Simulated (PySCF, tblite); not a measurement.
# C₆H₆N radical: geometry, infrared bands and EPR parameters

Aim: predict the infrared bands and EPR parameters of C₆H₆N radical (`N#C/[C]=C\C1CC1`).

The runs use tblite 0.8.0 and PySCF 2.14.0, with density-fitted response routines of our own; the level of theory stands in each step. All values are computed, except where a source is named. Atoms are numbered from 0 throughout.

## (1) The starting structure

13 atoms, charge 0, multiplicity 2; geometry from: force field or distance geometry start.

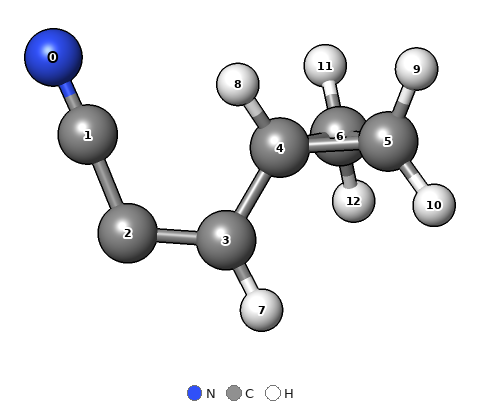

The starting geometry (nitrogen blue, carbon grey, hydrogen white), atoms numbered.

## (2) Relaxing the molecule with GFN2-xTB

Job settings and geometry (Å):

```
{"job": {"kind": "relax", "xc": "GFN2-xTB", "basis": "xTB"}, "charge": 0, "multiplicity": 2}
N      2.862000     1.446000    -0.791500
C      2.494300     0.411400    -0.414300
C      2.076600    -0.898300     0.093100
C      0.740500    -1.124100     0.133300
C     -0.119100    -0.013400    -0.313300
C     -1.606000    -0.109500    -0.394800
C     -0.978700     0.522000     0.824400
H      0.347700    -2.059700     0.497700
H      0.381000     0.702700    -1.000600
H     -2.084900     0.650100    -1.067400
H     -2.148200    -1.054000    -0.239100
H     -0.878100     1.613700     0.907200
H     -1.091600    -0.086400     1.747700
```

The run is started by

```
OMP_NUM_THREADS=1 python probes_run.py task.json out
```

This one command runs all jobs of the session in turn.

The program printed:

```text
step      E/eV     max force
  0    -506.68672    3.721
  1    -507.00813    2.156
  2    -507.10783    2.961
  3    -507.15705    2.583
  4    -507.18804    1.483
  5    -507.22087    0.467
  6    -507.24862    0.458
  7    -507.26835    0.481
  8    -507.29469    0.476
  9    -507.31813    0.484
 10    -507.34419    0.515
 11    -507.37179    0.554
 12    -507.40365    0.511
 13    -507.43691    0.498
 14    -507.46828    0.428
 15    -507.50172    0.493
 16    -507.53946    0.531
 17    -507.55660    1.747
 18    -507.58598    1.208
 19    -507.60816    0.370
 20    -507.62593    0.409
 21    -507.64098    0.582
 22    -507.65279    0.360
 23    -507.66516    0.278
 24    -507.67671    0.246
 25    -507.68559    0.496
 26    -507.69477    0.260
 27    -507.70239    0.278
 28    -507.70859    0.237
 29    -507.71237    0.200
 30    -507.71827    0.179
 31    -507.72514    0.202
 32    -507.73323    0.212
 33    -507.73802    0.477
 34    -507.73933    0.690
 35    -507.74403    0.151
 36    -507.74578    0.124
 37    -507.74959    0.079
 38    -507.75070    0.178
 39    -507.75172    0.126
 40    -507.75258    0.096
 41    -507.75375    0.083
 42    -507.75473    0.094
 43    -507.75550    0.078
 44    -507.75622    0.078
 45    -507.75708    0.081
 46    -507.75806    0.094
 47    -507.75905    0.126
 48    -507.76000    0.114
 49    -507.76091    0.095
 50    -507.76174    0.090
 51    -507.76254    0.124
 52    -507.76331    0.084
 53    -507.76399    0.072
 54    -507.76449    0.081
 55    -507.76512    0.067
 56    -507.76572    0.070
 57    -507.76633    0.064
 58    -507.76687    0.062
 59    -507.76739    0.065
 60    -507.76793    0.082
 61    -507.76846    0.067
 62    -507.76896    0.100
 63    -507.76962    0.055
 64    -507.77078    0.109
 65    -507.77146    0.100
 66    -507.77240    0.068
 67    -507.77319    0.070
 68    -507.77427    0.085
 69    -507.77576    0.114
 70    -507.77760    0.123
 71    -507.77914    0.093
 72    -507.78018    0.073
 73    -507.78069    0.082
 74    -507.78032    0.216
 75    -507.78121    0.056
 76    -507.78136    0.038
 77    -507.78159    0.035
 78    -507.78178    0.038
 79    -507.78206    0.068
 80    -507.78243    0.097
 81    -507.78283    0.118
 82    -507.78317    0.112
 83    -507.78343    0.105
 84    -507.78372    0.092
 85    -507.78411    0.073
 86    -507.78456    0.069
 87    -507.78494    0.066
 88    -507.78522    0.064
 89    -507.78540    0.052
 90    -507.78554    0.062
 91    -507.78565    0.022
 92    -507.78571    0.025
 93    -507.78573    0.012
 94    -507.78575    0.011
 95    -507.78576    0.012
 96    -507.78578    0.014
 97    -507.78579    0.015
 98    -507.78580    0.011
 99    -507.78581    0.008
```

It took 0.38 s on 1 thread of Arm Neoverse V2, shared host.

Along the way: (not every step is listed)

```csv
step,energy from step 0 (eV),largest force (eV/Å)
0,0.0000,3.7213
1,-0.3214,2.1563
2,-0.4211,2.9606
3,-0.4703,2.5825
4,-0.5013,1.4832
5,-0.5342,0.4669
6,-0.5619,0.4584
7,-0.5816,0.4812
8,-0.6080,0.4758
16,-0.8527,0.5310
24,-0.9900,0.2464
32,-1.0465,0.2124
40,-1.0659,0.0955
48,-1.0733,0.1141
56,-1.0790,0.0698
64,-1.0841,0.1093
72,-1.0935,0.0735
80,-1.0957,0.0974
88,-1.0985,0.0639
94,-1.0990,0.0114
95,-1.0990,0.0122
96,-1.0991,0.0144
97,-1.0991,0.0146
98,-1.0991,0.0108
99,-1.0991,0.0076
```

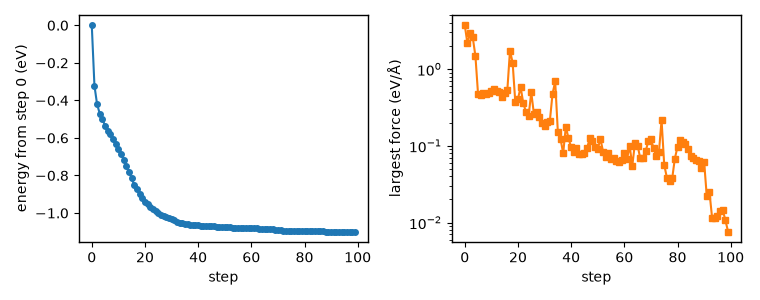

Energy and largest force along the relaxation.

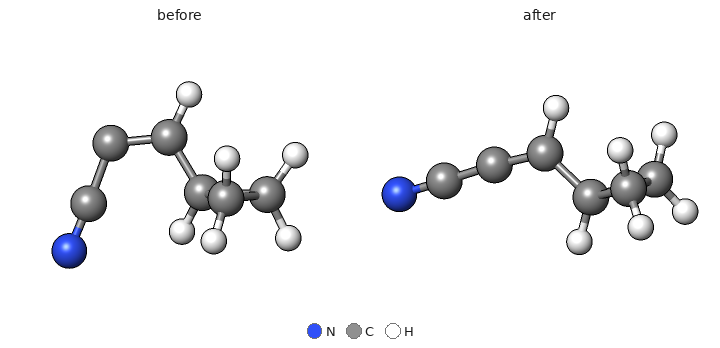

The geometry before (left) and after (right).

Close pairs (by a distance rule), those that changed most:

```csv
bond,before (Å),after (Å),change (Å)
C1–C2,1.465,1.317,-0.148
C2–C3,1.356,1.300,-0.055
C5–H9,1.122,1.079,-0.043
C6–H12,1.111,1.080,-0.032
C4–H8,1.111,1.082,-0.029
C6–H11,1.099,1.079,-0.021
C5–H10,1.100,1.080,-0.020
C5–C6,1.510,1.491,-0.019
```

The end geometry stands in the next job.

## (3) Vibrational analysis with GFN2-xTB

Job settings and geometry (Å):

```
{"job": {"kind": "ir", "xc": "GFN2-xTB", "basis": "xTB"}, "charge": 0, "multiplicity": 2}
N      4.314028     0.279297    -1.012015
C      3.233420     0.016701    -0.646979
C      2.025147    -0.294794    -0.225563
C      0.801409    -0.520137     0.151621
C     -0.348624     0.352274    -0.143017
C     -1.696555    -0.282327    -0.380318
C     -1.449487     0.471616     0.881633
H      0.567636    -1.410919     0.731056
H     -0.102705     1.235517    -0.718383
H     -2.328246     0.157960    -1.135939
H     -1.764251    -1.358663    -0.329916
H     -1.908651     1.439522     1.009346
H     -1.347510    -0.085560     1.800745
```

The program printed:

```text
mode    cm-1     km/mol
  1      51.9      2.51
  2      57.4      2.13
  3     195.7      3.57
  4     291.4      0.31
  5     338.1      0.58
  6     354.9     11.17
  7     413.6      5.31
  8     499.8      7.57
  9     751.1      9.36
 10     785.8      0.91
 11     843.1      4.29
 12     865.7      0.83
 13     942.3      2.32
 14     960.1      2.99
 15    1016.8     37.96
 16    1065.6     10.18
 17    1067.9      2.16
 18    1091.0      0.65
 19    1150.4      0.23
 20    1154.4     10.43
 21    1213.5      0.45
 22    1250.3      0.93
 23    1369.1      5.83
 24    1435.2      0.33
 25    1479.9      0.91
 26    1851.8      7.33
 27    2147.9    130.47
 28    2950.9      8.74
 29    3061.6     13.27
 30    3092.0     18.03
 31    3092.6     15.81
 32    3100.2     10.32
 33    3116.5     45.79
```

Wall time 0.22 s (1 thread of Arm Neoverse V2, shared host).

Which atoms move in the most intense modes:

```csv
cm⁻¹,km/mol,atoms
355,11.2,"C1 55 %, N0 19 %"
1017,38.0,"C4 17 %, H7 15 %, H12 13 %, H10 13 %"
1154,10.4,"C3 32 %, H8 28 %, C4 19 %"
2148,130.5,"C1 62 %, N0 31 %"
3062,13.3,H8 90 %
3092,18.0,"H12 51 %, H10 40 %"
3093,15.8,"H10 37 %, H12 26 %, H11 17 %, H9 16 %"
3116,45.8,"H9 31 %, H11 29 %, H10 15 %, H12 14 %"
```

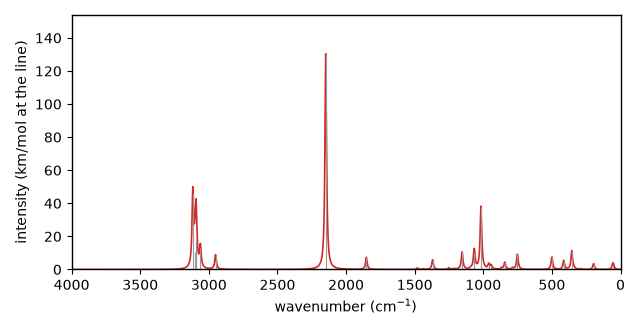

The infrared spectrum from these modes, unscaled. Lines are broadened to a width of 14 cm⁻¹ (Lorentzian).

## (4) g tensor and hyperfine couplings: B3LYP/pcH-1

Settings changed since step 3:

```diff
@@ -1,2 +1,2 @@
-{"job": {"kind": "ir", "xc": "GFN2-xTB", "basis": "xTB"}, "charge": 0, "multiplicity": 2}
+{"job": {"kind": "epr", "basis": "pcH-1"}, "charge": 0, "multiplicity": 2}
 N      4.314028     0.279297    -1.012015
```

Method: UKS B3LYP, pcH-1 on C H N, non-relativistic, mean-field spin-orbit, GIAO.

The program printed:

```text
UKS, coarse grid
  cycle   1  E = -286.83202744  |g| = 3.12e-01
  cycle   2  E = -286.67950093  |g| = 6.50e-01
  cycle   3  E = -286.87794974  |g| = 1.34e-01
  cycle   4  E = -286.88605905  |g| = 4.57e-02
  cycle   5  E = -286.88711628  |g| = 1.96e-02
  cycle   6  E = -286.88736050  |g| = 8.47e-03
  cycle   7  E = -286.88742776  |g| = 4.61e-03
  cycle   8  E = -286.88746134  |g| = 2.09e-03
  cycle   9  E = -286.88747325  |g| = 1.17e-03
  cycle  10  E = -286.88747547  |g| = 6.13e-04
UKS, final grid
  cycle   1  E = -286.88746084  |g| = 7.26e-04
  cycle   2  E = -286.88746061  |g| = 1.32e-03
  cycle   3  E = -286.88746134  |g| = 3.44e-04
  cycle   4  E = -286.88746144  |g| = 1.69e-04
  cycle   5  E = -286.88746157  |g| = 1.35e-04
  cycle   6  E = -286.88746158  |g| = 3.28e-05
  cycle   7  E = -286.88746158  |g| = 1.27e-05
E = -286.88746158 Eh   <S^2> = 0.7739 (exact 0.7500)
g shifts (ppm)      1          2          3
  rmc          -180       -180       -180
  gc             45         -5         21
  oz_so        -534        186       1556
  total        -669          1       1398
hyperfine (MHz)  atom isotope    a_iso     a_fc   dipolar eigenvalues
    0   14N      11.66      11.66    -23.47    -14.78     38.25
    1   13C     -68.75     -68.75    -21.36     -3.83     25.19
    2   13C      71.71      71.71    -69.49    -51.08    120.57
    3   13C     -48.86     -48.86    -15.95      5.40     10.55
    4   13C      78.21      78.21     -4.93     -4.39      9.32
    5   13C      -4.18      -4.18     -0.23      0.03      0.20
    6   13C      -4.16      -4.16     -0.23      0.02      0.20
    7    1H     128.22     128.22     -4.15     -3.33      7.48
    8    1H      -3.91      -3.91     -4.54     -1.42      5.96
    9    1H      -0.94      -0.94     -0.73     -0.58      1.30
   10    1H       0.90       0.90     -0.91     -0.84      1.75
   11    1H      -0.94      -0.94     -0.73     -0.57      1.30
   12    1H       0.89       0.89     -0.91     -0.84      1.75
```

It took 42 s on 1 thread of Arm Neoverse V2, shared host; peak memory 0.89 GiB.

Principal g values 2.00165, 2.00232, 2.00372; g(iso) = 2.00256, against 2.00232 for a free electron.

Mean a(iso) over the nuclei that a row names, and the largest dipolar term of the row (other rows stand at the frozen geometry):

```csv
nuclei,isotope,a(iso) (MHz),"a(iso) (G, at g = 2.0023)",largest dipolar term (MHz)
H7,1H,128.2,45.8,7.5
C4,13C,78.2,27.9,9.3
C2,13C,71.7,25.6,120.6
C1,13C,-68.7,-24.5,25.2
C3,13C,-48.9,-17.4,-15.9
N0,14N,11.7,4.2,38.2
"C5, C6",13C,-4.2,-1.5,-0.2
H8,1H,-3.9,-1.4,6.0
"H9, H11",1H,-0.9,-0.3,1.3
"H10, H12",1H,0.9,0.3,1.8
```

Mulliken spin populations:

N0 0.49; C1 -0.24; C2 0.81; C3 -0.16; C4 0.05; C5 0.00; C6 0.00; H7 0.06; H8 0.00; H9 0.00; H10 0.00; H11 0.00; H12 0.00

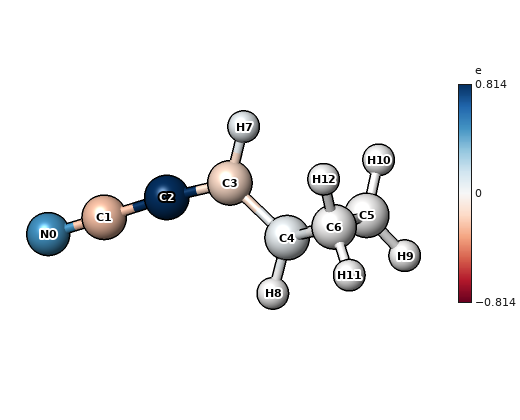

Mulliken spin populations, as colours on the atoms.

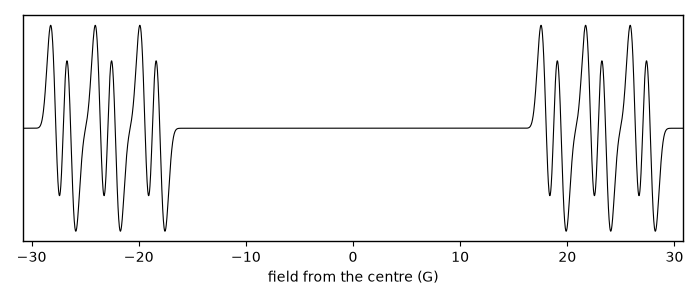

First-order isotropic spectrum (first derivative, main isotopes with spin only, couplings over 0.8 MHz, Gaussian width 0.3 G; couplings of the frozen geometry, rotation of groups not averaged beyond the rows shown).

Orbitals, density, ELF and potential are computed afterwards from the orbital file.

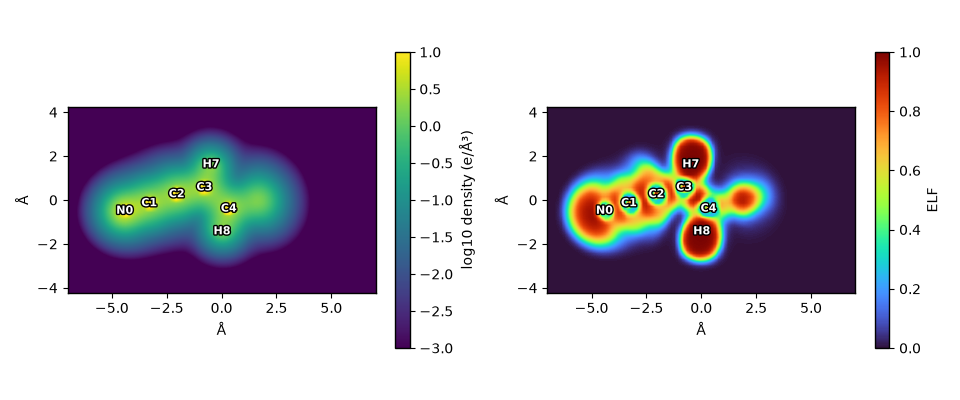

Density (left) and ELF (right) in a plane through or near 7 of the atoms.

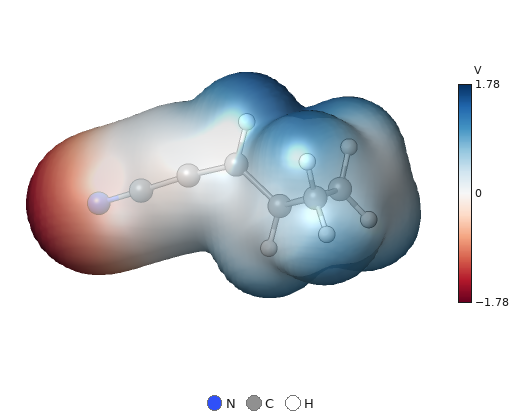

Electrostatic potential on the surface of density 0.002 e/bohr³; red is low, blue high. It runs from -1.78 V near N0 to 1.45 V near H7.

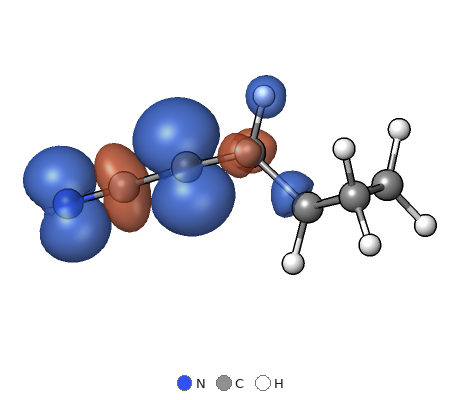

Spin density at ±0.04 e/Å³ (alpha excess blue, beta excess red).

## (5) What came out

| quantity | value |
| --- | --- |
| strongest single infrared mode (GFN2-xTB) | 2148 cm⁻¹, 130 km/mol |
| zero-point energy (GFN2-xTB) | 61.6 kcal/mol |
| g(iso) (B3LYP) | 2.00256 |
| ⟨S²⟩ | 0.774 (exact 0.75) |
| largest a(iso) (averaged by class) | 1H on H7, 128.2 MHz |
| surface potential, least and greatest | -1.78 V and 1.45 V |

**Reading.** The optimisation took 99 steps and gained 1.099 eV; among the close pairs (by a distance rule), C1–C2 changed most, from 1.465 to 1.317 Å. All 33 modes are real, so the xTB geometry is a minimum. The strongest single mode, at 2148 cm⁻¹, moves mainly C1 and N0. GFN2-xTB is a fitted tight-binding method: band positions and strengths are rough. Its intensities can rank the bands wrongly. The largest share of the spin, 0.81 e, sits on C2. The isotropic g lies 0.2 ppt above the free-electron value.
